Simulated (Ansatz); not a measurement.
**CH$_{6}$Si···HCl: density, localisation and related maps**

Input

```
crystal:
  periodic: [false, false, false]
  atoms:
    - { symbol: Si, position_ang: [0.171289, -0.056621, 0.142908] }
    - { symbol: C, position_ang: [0.155584, -0.073742, 2.026741] }
    - { symbol: H, position_ang: [-0.652153, -0.682275, 2.438016] }
    - { symbol: H, position_ang: [1.090824, -0.505496, 2.396147] }
    - { symbol: H, position_ang: [0.097388, 0.939864, 2.436481] }
    - { symbol: H, position_ang: [1.585796, -0.150507, -0.314153] }
    - { symbol: H, position_ang: [-0.378873, 1.200108, -0.40596] }
    - { symbol: H, position_ang: [-0.559413, -1.218291, -0.412327] }
    - { symbol: Cl, position_ang: [-3.002112, 0.507841, 1.030086] }
    - { symbol: H, position_ang: [-2.032731, 0.690218, 1.906461] }
basis:
  gaussian: { orbitals: def2-SVP }
hamiltonian:
  xc: hf
relax:
  f_tol: 0.03
  max_steps: 50
output:
  orbitals: {}
```

Launched as:

```sh
ansatz run input.yaml --threads 1 --pin off --max-ram 2048MiB --backend cpu --events-out ev --progress --plain --runs-dir out
```

The fields are those of the run's last geometry, not of the input's.

Method: RHF/def2-SVP in Ansatz 0.2.0.

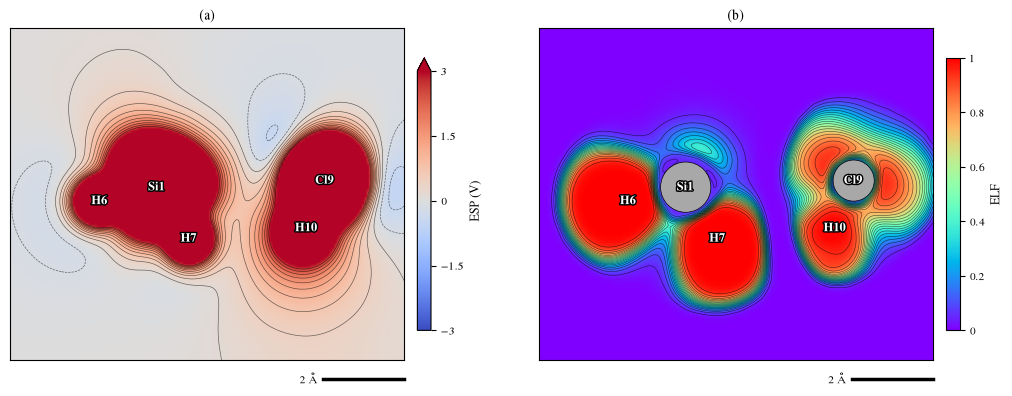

Figure 1. (a) electrostatic potential; (b) electron localisation function on the plane of atoms H6, Si1 and H7. Grey discs cover the atomic cores in the ELF map.

Question: What do the fields say about this system?

Answer: The plane passes through Si, H and Cl nuclei.
Si1···Cl9 (4.17 Å): the ELF dips to about 0 between them; a weak contact between the two molecules.
Cl–H (1.27 Å): the ELF climbs to about 1 towards the hydrogen, as it does in any bond to H.
Si–H (1.48 Å): the ELF climbs to about 1 towards the hydrogen.
The ELF also peaks beside Cl9, away from the bonds: lone-pair regions.
Outside the dense part of the complex the potential is most negative (−0.5 V) near Cl9.

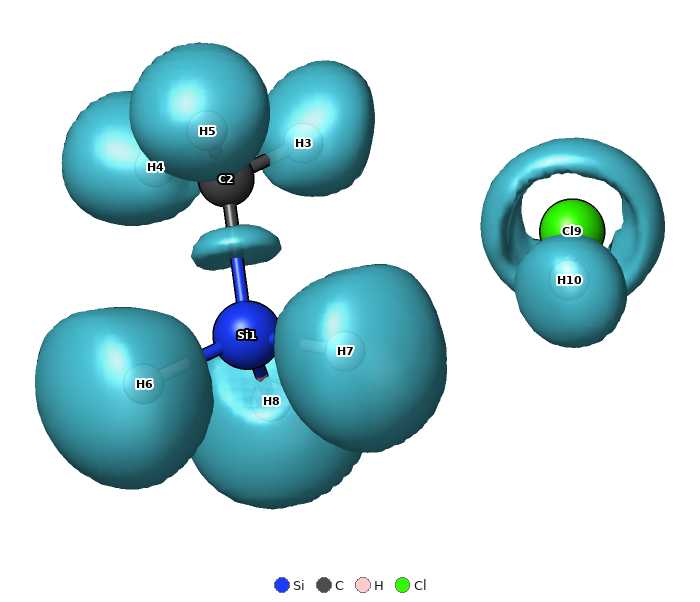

Figure 2. Isosurface of the ELF at 0.9 (cyan), seen at a tilt. Only the valence region is drawn (cores and ρ < 0.01 e/Å³ removed).

Question: What do the ELF domains correspond to?

Answer: At this value the surface marks out one region between bonded C–Si atoms (shared pairs), seven regions around hydrogen nuclei and one ring or bowl of non-bonding electrons around Cl. Along the contacts the grid gives the following. C–Si (1.88 Å): the ELF peaks at about 1 between the atoms (a covalent bond).

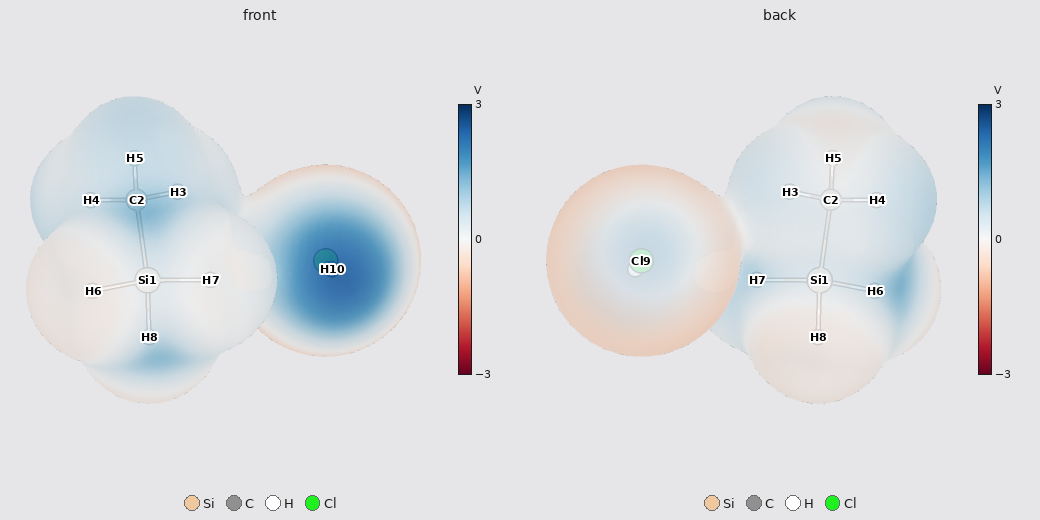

Figure 3. The electrostatic potential painted on the density surface at 0.002 e/bohr³, seen from the front and from behind; the colour scale runs from red (negative) to blue (positive).

Question: Which sites attract a positive test charge, and which a negative one?

Answer: A positive charge is drawn to the negative regions and a negative charge to the positive ones. The most negative region (about −0.6 V, or −14 kcal/mol for a unit charge) lies over Cl9, the most positive (about +2.4 V, or +55 kcal/mol for a unit charge) over H10. Cl9 shows a σ-hole: about +0.4 V, or +9 kcal/mol for a unit charge at the tip opposite its bond, against about −0.4 V, or −9 kcal/mol for a unit charge on its flanks.
